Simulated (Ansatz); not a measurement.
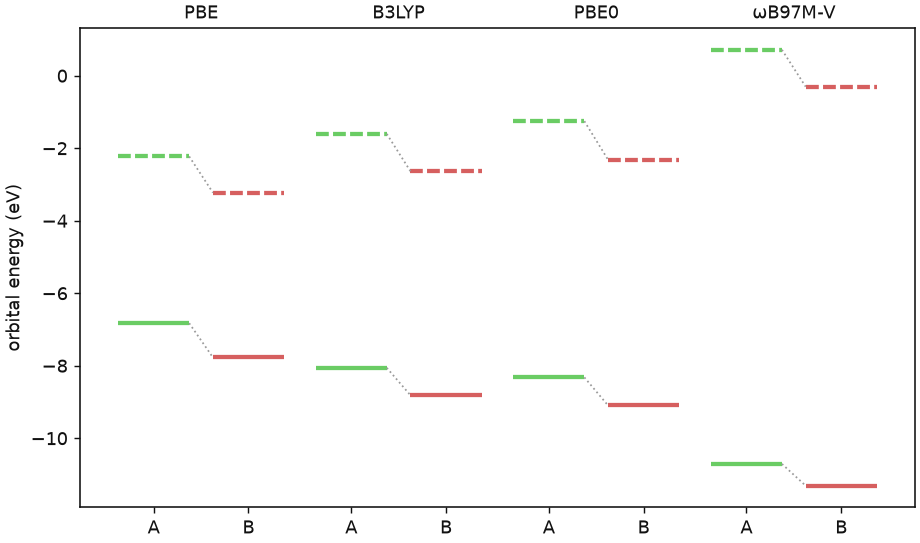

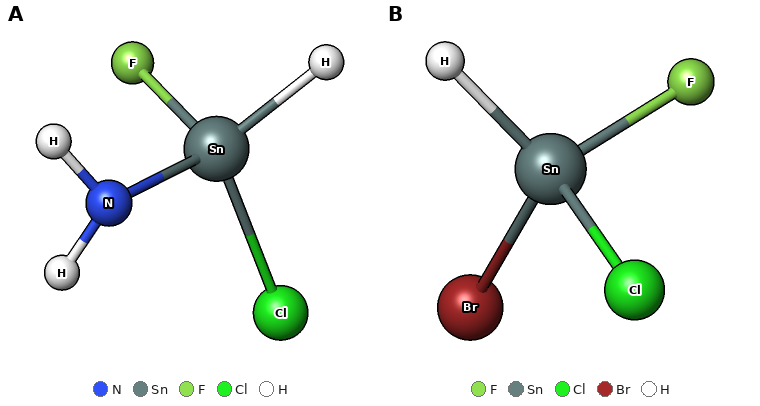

One change: A, SnNH₃ClF (SMILES [NH2][Sn@H]([F])[Cl]), becomes B, SnHBrClF (SMILES [F][Sn@H]([Cl])[Br]). NH₂ on Sn is replaced by Br. HOMO (solid) and LUMO (dashed) computed in def2-TZVPP at PBE0-D4/def2-TZVP geometries, both minima by their frequencies, gas phase, the Ansatz code. Empty levels above zero depend strongly on the basis.

Q: What does the change do to HOMO and LUMO?

A: PBE: the HOMO falls by 0.94 eV, the LUMO falls by 1.00 eV, and the separation goes from 4.60 to 4.55 eV. B3LYP: the HOMO falls by 0.76 eV, the LUMO falls by 1.03 eV, and the separation goes from 6.45 to 6.18 eV. PBE0: the HOMO falls by 0.78 eV, the LUMO falls by 1.06 eV, and the separation goes from 7.07 to 6.78 eV. ωB97M-V: the HOMO falls by 0.60 eV, the LUMO falls by 1.02 eV, and the separation goes from 11.42 to 11.01 eV.

Q: Do the functionals agree on the effect?

A: They agree on the direction for both levels; the HOMO shift lies between −0.94 and −0.60 eV and the LUMO shift between −1.06 and −1.00 eV, while the separations themselves differ by up to 6.8 eV between functionals.

Known limits of this run: core potentials past krypton; spin-orbit coupling is left out, and with Sn it can shift these values.
